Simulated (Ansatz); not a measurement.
# IrRh3 (Pm-3m): test of the smearing width from a Python script

How much does the smearing width move the energy of IrRh3 (Pm-3m)? A script is to give a test of the smearing width; the system is IrRh3 (Pm-3m).

Program: Ansatz 0.2.0 through its Python package. Level of theory: DFT PBEsol, plane waves, PAW. These are calculated values, not measurements.

### Step 1. The structure

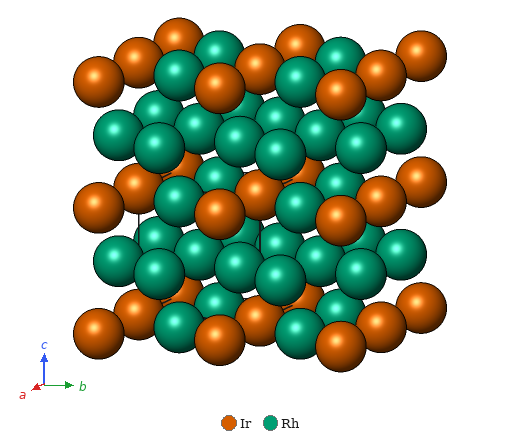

The starting structure, viewed slightly off an axis; iridium orange, rhodium teal. 2×2×2 cells are drawn. Atoms on cell faces are repeated.

No structure file is read: the coordinates are typed or built in the script.

### Step 2. The code

The input, smear_irrh3.py:

```python
"""How the energy of IrRh3 depends on the smearing."""

import ansatz
import pandas as pd

lattice = ansatz.Lattice.of(
    (3.81706, 0.0, 0.0),
    (0.0, 3.81706, 0.0),
    (0.0, 0.0, 3.81706),
)
sites = [
    ("Ir", (0.0, 0.0, 0.0)),
    ("Rh", (0.0, 0.5, 0.5)),
    ("Rh", (0.5, 0.0, 0.5)),
    ("Rh", (0.5, 0.5, 0.0)),
]
structure = ansatz.Crystal(lattice=lattice)
for symbol, position in sites:
    structure = structure.atom(symbol, position)

model = (
    structure.calculation()
    .functional("pbesol")
    .basis(35 * ansatz.Ry)
    .kpoints(7, 7, 7)
    .forces()
    .stress()
)

rows = []
for value in [0.5, 0.3, 0.2, 0.1]:
    summary = model.occupations("cold", width=value).run(threads=1).report
    rows.append((value, summary["free_energy_ev"] / len(summary["lattice"]["sites"]), summary["n_iterations"], sum(summary["stress_gpa"][i][i] for i in range(3)) / 3, max(abs(f) for row in summary["forces_ev_ang"] for f in row), summary["n_kpoints"]))

table = pd.DataFrame(rows, columns=["width (eV)", "F/atom (eV)", "iterations", "P (GPa)", "max component (eV/A)", "k-points"])
print(table.round(5).to_string(index=False))

# the last row is the reference
for row in rows[:-1]:
    shift = 1000 * (row[1] - rows[-1][1])
    print(f"{row[0]}: {shift:+.2f} meV/atom" + ("  (within 2 meV)" if abs(shift) < 2 else ""))
```

### Step 3. The run

On the command line:

```
$ python smear_irrh3.py
```

Log:

```text
 width (eV)  F/atom (eV)  iterations  P (GPa)  max component (eV/A)  k-points
        0.5  -7703.82507           6 -5.96778                   0.0        20
        0.3  -7703.81896           6 -5.97688                   0.0        20
        0.2  -7703.81712           6 -6.05874                   0.0        20
        0.1  -7703.81730           6 -6.11433                   0.0        20
0.5: -7.77 meV/atom
0.3: -1.66 meV/atom  (within 2 meV)
0.2: +0.19 meV/atom  (within 2 meV)
```

Run time: 3.9 s. Hardware: 1 thread of AMD EPYC 9R45 (Zen 5), shared host; peak memory 0.5 GiB.

### Step 4. What each run gave

One row for each of the 4 runs:

| run | width (eV) | energy from run 4 (meV/atom) | the same at zero width (meV/atom) | pressure (GPa) | SCF cycles | CPU time (s) |
| --- | --- | --- | --- | --- | --- | --- |
| 1 | 0.5 | -7.77 | -3.19 | -5.97 | 6 | 0.79 |
| 2 | 0.3 | -1.66 | 1.32 | -5.98 | 6 | 0.71 |
| 3 | 0.2 | 0.19 | 1.08 | -6.06 | 6 | 0.78 |
| 4 | 0.1 | 0.00 | 0.00 | -6.11 | 6 | 0.78 |

Energies are free energies F = E - TS of the smeared occupations. 

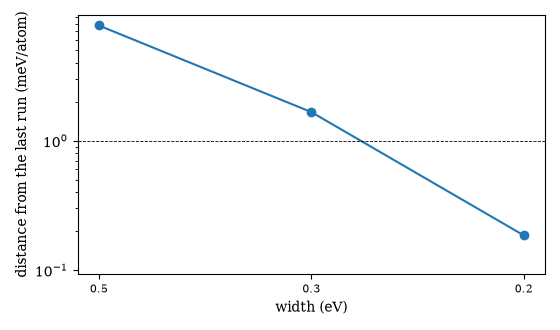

How far each run lies from the last one; the dashed line marks 1 meV/atom.

### Step 5. Results

| quantity | value |
| --- | --- |
| runs compared | 4 |
| last run but one, from the last | +0.19 meV/atom |
| within 5 meV/atom of the last run from | 0.3 |

What this shows: Going from 0.1 to 0.5 eV changes F by -7.8 meV an atom. This scheme is built to cancel the term in the square of the width, so the shifts stay small and are partly the mesh's error. The pressure moves from -6.11 to -5.97 GPa. What to keep in mind:
- No spin polarisation was allowed.
- The mesh is modest for a metal, so energies can be off by several to tens of meV an atom and pressures by half a GPa or more; differences at equal mesh fare better.
- The free energy holds a sizeable smearing term, which stands for no physical temperature.
- Forces vanish by symmetry here and test nothing.
- The narrowest width needs the finest mesh, so the last row is no converged reference.
- Pressure is positive in compression.
- Spin-orbit coupling, which matters for elements this heavy, is left out.
- At these settings the cell as given stands under about -6 GPa, so it isn't at this functional's equilibrium volume.
- This cell is a computed structure, which may not be the phase found in nature.
